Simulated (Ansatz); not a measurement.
# FH5W: molecular dynamics

The plan is to follow the molecule's vibrations and see whether its bonds hold. The start is relaxed first. Runs: 500 steps of 0.5 fs at constant energy, with velocities drawn for 400 K.

All numbers below are computed with Ansatz 0.2.0 (RKS BHLYP/def2-SVP).

### Step 1. The starting structure

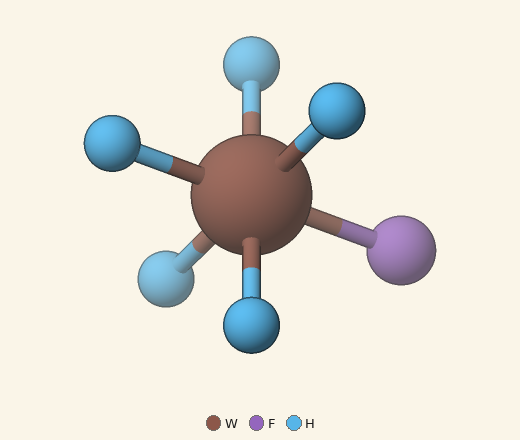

Start, viewed from a free direction; tungsten brown, fluorine purple, hydrogen blue.

As a file:

```xyz
7

W     0.0000    0.0000    0.0000
F     0.0000    0.0000    1.8500
H     1.7200    0.0000    0.0000
H     0.0000    1.7200    0.0000
H    -1.7200    0.0000    0.0000
H     0.0000   -1.7200    0.0000
H     0.0000    0.0000   -1.7200
```

### Step 2. Relaxing the start

input.yaml

```yaml
crystal:
  periodic: [false, false, false]
  atoms:
    - { symbol: W, position_ang: [0.0, 0.0, 0.0] }
    - { symbol: F, position_ang: [0.0, 0.0, 1.85] }
    - { symbol: H, position_ang: [1.72, 0.0, 0.0] }
    - { symbol: H, position_ang: [0.0, 1.72, 0.0] }
    - { symbol: H, position_ang: [-1.72, 0.0, 0.0] }
    - { symbol: H, position_ang: [0.0, -1.72, 0.0] }
    - { symbol: H, position_ang: [0.0, 0.0, -1.72] }
basis:
  gaussian: { orbitals: def2-SVP }
hamiltonian:
  xc: { name: BHLYP }
relax:
  f_tol: 0.02
  max_steps: 40
output:
  orbitals: {}
```

Run with:

```bash
$ ansatz run input.yaml --threads 1 --pin off --max-ram 2048MiB --backend cpu --events-out ev --progress --plain --runs-dir out
```

Output, shortened:

```text
Warning: RAYON_NUM_THREADS=1 ignored (pool sized by the plan → 1); use --threads N
[...]
Functional definition: BHLYP
[...]
772 factors; integrals over basis functions are off by at most 1.9e-4 eV
[...]
mean field -4609.74484545 eV, -169.4049984729 hartree, gradient 1.2e-5 eV, S^2 0.000000; 1 other end points of the search recorded, 0 dependent functions left out
[...]
reference -4609.74504193 eV, -169.4050056933 hartree; 14, 14 occupied and 57, 57 virtual orbitals, 772 factors
relax step   1: F+E_penalty+E_count = -4609.74484545 eV  Δ(F+E_penalty+E_count) = +0.000e0 eV  max|allowed force component| = 6.117e0 eV/Å  Δτ_max = 0.0000 Å  (49 SCF iters, accepted)
[...]
relax step   3: F+E_penalty+E_count = -4612.65984781 eV  Δ(F+E_penalty+E_count) = -1.285e0 eV  max|allowed force component| = 4.118e0 eV/Å  Δτ_max = 0.1971 Å  (36 SCF iters, accepted)
[...]
relax step   5: F+E_penalty+E_count = -4614.14786273 eV  Δ(F+E_penalty+E_count) = -6.926e-1 eV  max|allowed force component| = 9.922e-1 eV/Å  Δτ_max = 0.1960 Å  (32 SCF iters, accepted)
[...]
relax step   7: F+E_penalty+E_count = -4614.21147804 eV  Δ(F+E_penalty+E_count) = -4.734e-3 eV  max|allowed force component| = 5.232e-2 eV/Å  Δτ_max = 0.0175 Å  (28 SCF iters, accepted)
[...]
relax step   8: F+E_penalty+E_count = -4614.21154485 eV  Δ(F+E_penalty+E_count) = -6.681e-5 eV  max|allowed force component| = 2.755e-2 eV/Å  Δτ_max = 0.0035 Å  (30 SCF iters, accepted)
[...]
relax step   9: F+E_penalty+E_count = -4614.21157325 eV  Δ(F+E_penalty+E_count) = -2.841e-5 eV  max|allowed force component| = 4.071e-4 eV/Å  Δτ_max = 0.0011 Å  (31 SCF iters, accepted)
772 factors; integrals over basis functions are off by at most 8.3e-4 eV
mean field -4614.21157325 eV, -169.5691476920 hartree, gradient 3.0e-5 eV, S^2 0.000000; 1 other end points of the search recorded, 0 dependent functions left out
[...]
reference -4614.21175220 eV, -169.5691542682 hartree; 14, 14 occupied and 57, 57 virtual orbitals, 772 factors
Total energy: -4614.21175220 eV, -169.5691542682 hartree
Atom 0 at     0.000041     0.000022     0.501562 Å, force    -0.000098    -0.000058     0.000407 eV/Å
Atom 1 at    -0.000157    -0.000088     2.435881 Å, force     0.000071     0.000041    -0.000276 eV/Å
Atom 2 at     1.404097     0.000046    -0.403889 Å, force     0.000005    -0.000033     0.000018 eV/Å
Atom 3 at     0.000079     1.404094    -0.403863 Å, force    -0.000061    -0.000004     0.000016 eV/Å
Atom 4 at    -1.404111     0.000046    -0.403736 Å, force     0.000071    -0.000034    -0.000021 eV/Å
Atom 5 at     0.000079    -1.404104    -0.403777 Å, force    -0.000062     0.000047    -0.000006 eV/Å
Atom 6 at    -0.000027    -0.000016    -1.192179 Å, force     0.000073     0.000042    -0.000138 eV/Å
Dipole moment:     0.000094     0.000052    -0.030075 e Å
```

Wall time 35 s (1 thread of Intel Xeon Platinum 8259CL at 2.50GHz (Skylake/Cascade Lake), shared host); peak memory 0.15 GiB.

Relaxation path:

```tsv
step	energy from step 1 (eV)	largest force component (eV/Å)
1	0.0000	6.1171
2	-1.6296	2.6770
3	-2.9150	4.1185
4	-3.7105	1.5890
5	-4.4030	0.9922
6	-4.4619	0.1583
7	-4.4666	0.0523
8	-4.4667	0.0275
9	-4.4667	0.0004
```

Step 1 is the start.

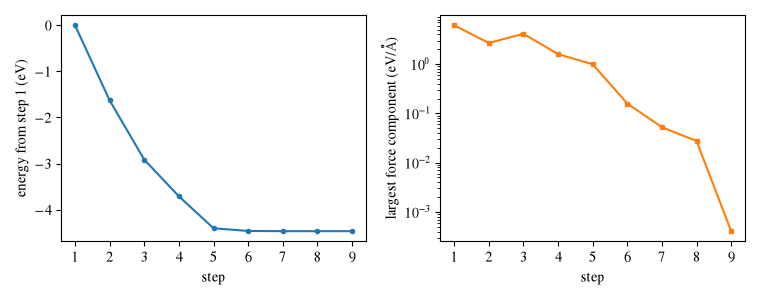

Energy and largest force along the relaxation.

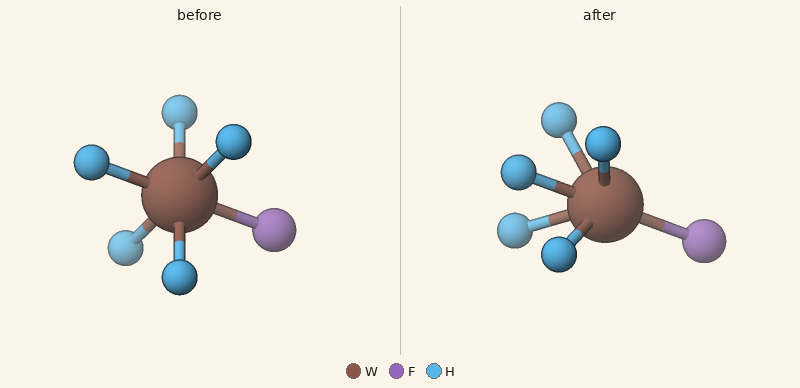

The structure before (left) and after (right), drawn at the same scale.

After: Bond lengths: W1–F2 1.934 Å, W1–H3 1.671 Å, W1–H4 1.671 Å, W1–H5 1.671 Å, W1–H6 1.671 Å, W1–H7 1.694 Å. Angles (14 of 15 angles, heavy atoms first): F2–W1–H3 122.8°, F2–W1–H4 122.8°, F2–W1–H5 122.8°, F2–W1–H6 122.8°, F2–W1–H7 180.0°, H3–W1–H4 72.9°, H3–W1–H5 114.4°, H3–W1–H6 72.9°, H3–W1–H7 57.2°, H4–W1–H5 72.9°, H4–W1–H6 114.4°, H4–W1–H7 57.2°, H5–W1–H6 72.9°, H5–W1–H7 57.2°.

### Step 3. The run

500 steps of 0.5 fs at constant energy, with velocities drawn for 400 K, from the relaxed start.

input.yaml

```yaml
crystal:
  periodic: [false, false, false]
  atoms:
    - { symbol: W, position_ang: [4.1e-05, 2.2e-05, 0.501562] }
    - { symbol: F, position_ang: [-0.000157, -8.8e-05, 2.435881] }
    - { symbol: H, position_ang: [1.404097, 4.6e-05, -0.403889] }
    - { symbol: H, position_ang: [7.9e-05, 1.404094, -0.403863] }
    - { symbol: H, position_ang: [-1.404111, 4.6e-05, -0.403736] }
    - { symbol: H, position_ang: [7.9e-05, -1.404104, -0.403777] }
    - { symbol: H, position_ang: [-2.7e-05, -1.6e-05, -1.192179] }
basis:
  gaussian: { orbitals: def2-SVP }
hamiltonian:
  xc: { name: BHLYP }
md:
  timestep: 0.5
  n_steps: 500
  ensemble: nve
  temperature: 400.0
  initial_velocities: maxwell_boltzmann
  seed: 882786
```

Run with:

```bash
$ ansatz run input.yaml --threads 1 --pin off --max-ram 2048MiB --backend cpu --events-out ev --progress --plain --runs-dir out
```

Output, shortened:

```text
Warning: RAYON_NUM_THREADS=1 ignored (pool sized by the plan → 1); use --threads N
[...]
[... 1 set-up line as earlier in the session ...]
[...]
774 factors; integrals over basis functions are off by at most 3.4e-4 eV
[...]
mean field -4614.21157305 eV, -169.5691476845 hartree, gradient 5.0e-5 eV, S^2 0.000000; 0 other end points of the search recorded, 0 dependent functions left out
[...]
reference -4614.21175199 eV, -169.5691542606 hartree; 14, 14 occupied and 57, 57 virtual orbitals, 774 factors
md step     0: t =     0.00 fs  T =   400.0 K  F+E_penalty+E_count = -4614.21157305 eV  E_kin = 0.258520 eV  conserved = -4613.95305305 eV  (27 SCF iters)
[...]
md step    20: t =    10.00 fs  T =   283.7 K  F+E_penalty+E_count = -4614.13581483 eV  E_kin = 0.183373 eV  conserved = -4613.95244208 eV  (33 SCF iters)
[...]
md step    40: t =    20.00 fs  T =   570.3 K  F+E_penalty+E_count = -4614.32078319 eV  E_kin = 0.368562 eV  conserved = -4613.95222157 eV  (33 SCF iters)
[...]
md step    60: t =    30.00 fs  T =  1050.5 K  F+E_penalty+E_count = -4614.63201306 eV  E_kin = 0.678907 eV  conserved = -4613.95310648 eV  (36 SCF iters)
[...]
md step    80: t =    40.00 fs  T =  1011.2 K  F+E_penalty+E_count = -4614.60645388 eV  E_kin = 0.653530 eV  conserved = -4613.95292341 eV  (30 SCF iters)
md step    81: t =    40.50 fs  T =   962.7 K  F+E_penalty+E_count = -4614.57488461 eV  E_kin = 0.622177 eV  conserved = -4613.95270753 eV  (30 SCF iters)
md step    82: t =    41.00 fs  T =   917.0 K  F+E_penalty+E_count = -4614.54515795 eV  E_kin = 0.592646 eV  conserved = -4613.95251187 eV  (30 SCF iters)
```

### Step 4. The log goes on: dynamics from the start

The log, continued, shortened:

```text
md step    83: t =    41.50 fs  T =   878.8 K  F+E_penalty+E_count = -4614.52033679 eV  E_kin = 0.567963 eV  conserved = -4613.95237361 eV  (29 SCF iters)
[...]
md step   109: t =    54.50 fs  T =  1374.5 K  F+E_penalty+E_count = -4614.84166851 eV  E_kin = 0.888349 eV  conserved = -4613.95331975 eV  (30 SCF iters)
[...]
md step   135: t =    67.50 fs  T =  1005.6 K  F+E_penalty+E_count = -4614.60255897 eV  E_kin = 0.649904 eV  conserved = -4613.95265536 eV  (35 SCF iters)
[...]
md step   161: t =    80.50 fs  T =  1701.4 K  F+E_penalty+E_count = -4615.05260748 eV  E_kin = 1.099586 eV  conserved = -4613.95302136 eV  (34 SCF iters)
[...]
md step   186: t =    93.00 fs  T =  1339.8 K  F+E_penalty+E_count = -4614.81934761 eV  E_kin = 0.865912 eV  conserved = -4613.95343604 eV  (35 SCF iters)
md step   187: t =    93.50 fs  T =  1364.8 K  F+E_penalty+E_count = -4614.83560307 eV  E_kin = 0.882051 eV  conserved = -4613.95355174 eV  (34 SCF iters)
```

### Step 5. More of the same log: dynamics from the start

Output, continued, shortened:

```text
md step   188: t =    94.00 fs  T =  1375.6 K  F+E_penalty+E_count = -4614.84261196 eV  E_kin = 0.889021 eV  conserved = -4613.95359058 eV  (35 SCF iters)
[...]
md step   209: t =   104.50 fs  T =  1505.6 K  F+E_penalty+E_count = -4614.92611177 eV  E_kin = 0.973088 eV  conserved = -4613.95302339 eV  (37 SCF iters)
[...]
md step   230: t =   115.00 fs  T =  1614.9 K  F+E_penalty+E_count = -4614.99698494 eV  E_kin = 1.043687 eV  conserved = -4613.95329759 eV  (30 SCF iters)
[...]
md step   251: t =   125.50 fs  T =   883.9 K  F+E_penalty+E_count = -4614.52389469 eV  E_kin = 0.571259 eV  conserved = -4613.95263532 eV  (38 SCF iters)
[...]
md step   498: t =   249.00 fs  T =  1270.3 K  F+E_penalty+E_count = -4614.77386483 eV  E_kin = 0.820980 eV  conserved = -4613.95288513 eV  (36 SCF iters)
md step   499: t =   249.50 fs  T =  1281.8 K  F+E_penalty+E_count = -4614.78122151 eV  E_kin = 0.828430 eV  conserved = -4613.95279122 eV  (36 SCF iters)
[...]
md step   500: t =   250.00 fs  T =  1296.2 K  F+E_penalty+E_count = -4614.79046471 eV  E_kin = 0.837762 eV  conserved = -4613.95270320 eV  (30 SCF iters)
Total energy: -4614.79064147 eV, -169.5904280566 hartree
Atom 0 at     0.011049     0.009019     0.509799 Å, force    -1.665700    -2.489642    -4.968481 eV/Å
Atom 1 at    -0.056990    -0.045114     2.259263 Å, force     1.145414     0.402212     3.987810 eV/Å
Atom 2 at     0.644906     1.111571    -0.694779 Å, force    -0.134044    -0.043112     0.980201 eV/Å
Atom 3 at    -1.101840     1.118206     0.071139 Å, force    -0.602947     0.385678    -0.398834 eV/Å
Atom 4 at    -1.429560    -0.905542     0.276095 Å, force     0.257850     1.075196    -0.278288 eV/Å
Atom 5 at    -0.224976    -1.626005    -0.011423 Å, force     0.603472     0.746744     0.268984 eV/Å
Atom 6 at     1.175093    -0.490358    -0.621940 Å, force     0.395957    -0.077076     0.408608 eV/Å
Dipole moment:     0.100928    -0.032298     0.162835 e Å
```

Wall time 31 min (1 thread of Intel Xeon Platinum 8259CL at 2.50GHz (Skylake/Cascade Lake), shared host); peak memory 0.15 GiB.

### Step 6. What the atoms did

The trajectory, every 36 steps (energies from step 0):

```tsv
time (fs)	T (K)	potential energy change (meV/atom)	total energy change (meV/atom)
0.0	400	0.0	0.00
18.0	484	-7.6	0.11
36.0	1090	-63.7	0.04
54.0	1378	-90.3	-0.04
72.0	1181	-72.0	0.10
90.0	1108	-65.3	0.09
108.0	1435	-95.5	0.01
126.0	887	-44.9	0.06
144.0	1317	-84.6	0.05
162.0	1158	-69.9	0.05
180.0	963	-52.0	0.02
198.0	1862	-135.0	0.01
216.0	1048	-59.9	0.01
234.0	1468	-98.7	-0.01
250.0	1296	-82.7	0.05
```

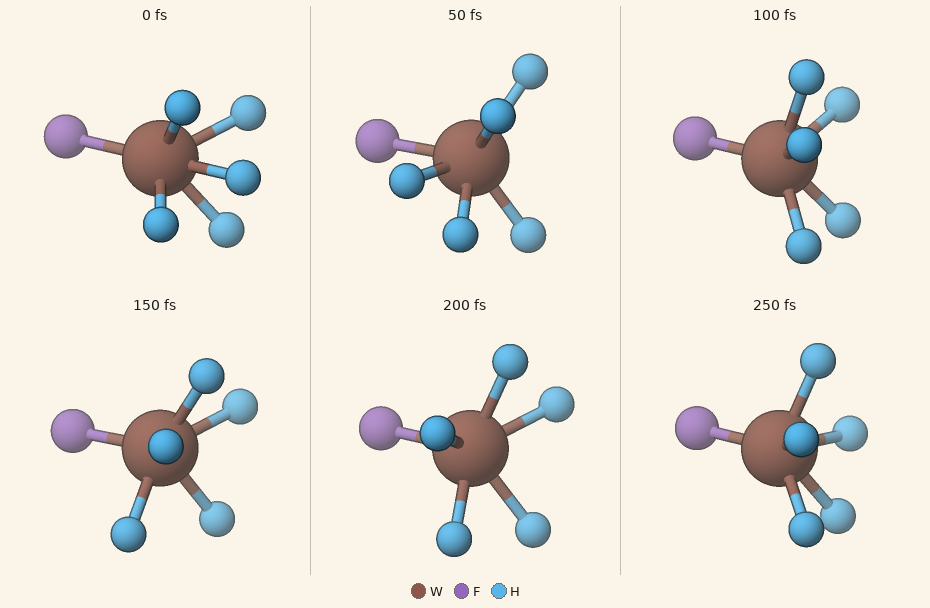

The system at six times, viewed from a free direction. Sticks join atoms within a bonding distance in each frame.

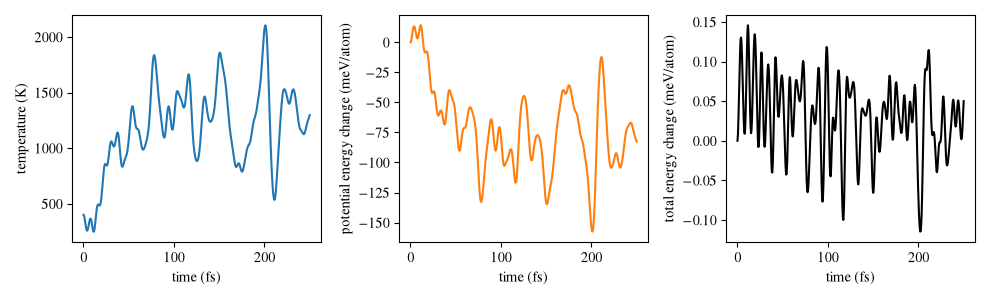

Time series of the run, each on its own scale.

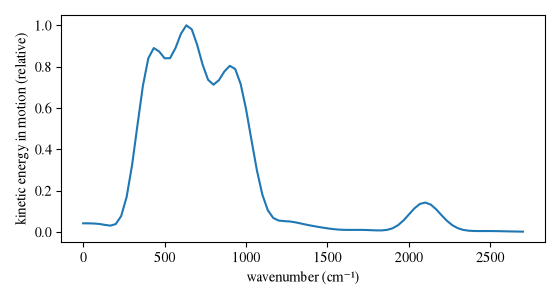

Power spectrum of the mass-weighted velocities; a run of 250 fs resolves no finer than about 270 cm⁻¹.

Maxima of the velocity power spectrum (cm⁻¹, relative height; resolution about 270 cm⁻¹): 430 (89), 630 (100), 900 (80), 2100 (14).

### Step 7. Frames from the trajectory

Positions (Å) and forces (eV/Å):

```xyz
7
time_fs=31.0 T=1060 dE=-0.4266
W    -0.009   -0.016    0.496   -0.764    1.805    0.314
F     0.047    0.061    2.388    0.514   -0.343   -0.611
H     1.332    0.947    0.562    0.261   -0.286   -0.182
H     0.125    1.437   -0.336   -0.052   -0.521    0.116
H    -1.354    0.991    0.335   -0.188   -0.526   -0.250
H     0.038   -1.544   -0.236   -0.072    0.014   -0.241
H     0.649   -0.004   -1.145    0.301   -0.142    0.854
7
time_fs=62.5 T=1100 dE=-0.4521
W    -0.023    0.001    0.502    1.703   -0.788   -2.045
F     0.142   -0.017    2.377   -0.826    0.202   -0.200
H     1.233    0.961    0.225    0.797    0.366    0.246
H     0.088    1.225   -0.703   -0.496   -0.155    0.511
H    -1.177    0.148   -0.763   -0.673   -0.056    0.764
H     0.041   -1.579   -0.105   -0.538    0.160    0.336
H     1.279   -0.621   -0.360    0.034    0.270    0.388
7
time_fs=94.0 T=1376 dE=-0.6310
W     0.005    0.009    0.510   -1.134   -1.392   -4.495
F    -0.013   -0.047    2.248    1.171    0.538    4.507
H     0.811    0.762   -0.822    0.348    0.533    0.700
H    -0.875    1.359   -0.003    0.312   -0.096   -0.320
H    -1.617   -0.274    0.377   -0.178   -0.262   -0.556
H    -0.185   -1.556   -0.070   -0.592    0.136    0.101
H     1.153   -0.950   -0.312    0.073    0.542    0.063
7
time_fs=125.0 T=886 dE=-0.3136
W    -0.014   -0.010    0.492    2.739    1.439    2.431
F     0.085    0.073    2.432   -0.892   -1.093   -2.486
H     1.380    1.015    0.462   -1.252    0.289   -0.700
H    -0.894    1.391    0.035    0.811   -0.305   -0.081
H    -1.270   -0.148   -0.642   -0.014   -0.370    0.199
H     0.301   -1.341   -0.541   -0.930   -0.135    0.228
H     1.433   -0.485   -0.274   -0.462    0.176    0.410
7
time_fs=156.0 T=1640 dE=-0.8016
W     0.004    0.011    0.497    0.982   -0.879    1.545
F    -0.021   -0.076    2.368    0.286    1.008   -1.278
H     1.010    1.077   -0.462   -0.826   -0.217    0.418
H    -1.036    0.915   -0.485    0.532    0.687    0.208
H    -1.621   -0.324    0.274    0.196   -0.813   -0.635
H    -0.118   -1.637    0.177    0.016    0.320   -0.433
H     1.504   -0.564   -0.200   -1.185   -0.106    0.175
7
time_fs=187.5 T=1218 dE=-0.5287
W     0.006    0.004    0.504    0.827    0.241   -1.704
F    -0.038   -0.005    2.321    0.499   -0.245    0.972
H     1.089    0.959   -0.542   -0.861   -0.001    1.040
H    -1.243    1.131    0.460    0.035    0.356   -0.961
H    -1.294   -0.542   -0.401   -0.146   -0.030    0.397
H    -0.126   -1.611    0.135    0.187   -0.033   -0.327
H     1.205   -0.498   -0.682   -0.541   -0.287    0.583
7
time_fs=219.0 T=1399 dE=-0.6455
W    -0.013   -0.001    0.500    2.834   -0.015   -0.629
F     0.071    0.004    2.389   -0.795   -0.046   -0.838
H     1.150    1.276    0.222   -1.132   -0.686   -0.053
H    -0.473    1.006   -0.753   -0.694    0.803    0.289
H    -1.267   -0.553   -0.492   -0.209    0.476    0.295
H     0.087   -1.346   -0.517    0.158   -0.272    0.676
H     1.509   -0.340   -0.108   -0.162   -0.259    0.259
7
time_fs=250.0 T=1296 dE=-0.5789
W     0.011    0.009    0.510   -1.666   -2.490   -4.968
F    -0.057   -0.045    2.259    1.145    0.402    3.988
H     0.645    1.112   -0.695   -0.134   -0.043    0.980
H    -1.102    1.118    0.071   -0.603    0.386   -0.399
H    -1.430   -0.905    0.276    0.258    1.075   -0.278
H    -0.225   -1.626   -0.011    0.604    0.747    0.269
H     1.175   -0.490   -0.622    0.396   -0.077    0.409
```

### Step 8. What came out

| quantity | value |
| --- | --- |
| relaxation of the start | 8 moves, 4.467 eV lower |
| length | 500 steps of 0.5 fs |
| temperature, first and last step | 400 and 1296 K |
| temperature, second half | mean 1273 K, from 534 to 2105 K |
| potential energy, second half | -81 meV/atom from the start |
| largest change of the total energy | 0.15 meV/atom |
| bonds formed or broken | 0 |

What this shows: The temperature starts at 400 K and averages 1273 K in the second half, where it ranges from 534 to 2105 K; the forces at the start vanish, yet the potential energy falls by 81 meV/atom, so the start was an unstable point that the random velocities left. The total energy strays from its start by at most 0.15 meV/atom, 0.1 % of the mean kinetic energy, which is good for a step of 0.5 fs. The bonding pattern survives the run. A run of 250 fs with 7 atoms shows the motion but fixes no equilibrium value. The nuclei move classically, without zero-point motion, which matters most for hydrogen.
